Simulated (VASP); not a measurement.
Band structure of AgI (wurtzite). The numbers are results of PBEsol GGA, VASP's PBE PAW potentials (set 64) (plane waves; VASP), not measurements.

Unless said otherwise, spin-orbit coupling is left out, though it shifts the bands of the heavy elements here.

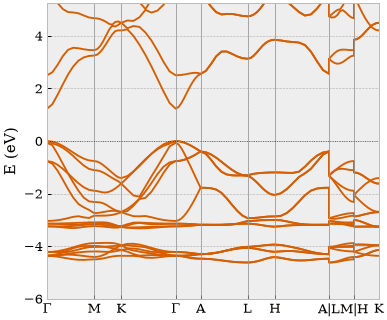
Bands along high-symmetry lines, zero at the valence-band maximum or, without a gap, the Fermi level

Problem. Read the plot: is there a gap, and where are the band edges?

Solution. The gap is direct, 1.23 eV, from the valence maximum at Γ to the conduction minimum at Γ. (Edges off the drawn lines would not show.)

The compound is AgI in the wurtzite structure. It was relaxed first.
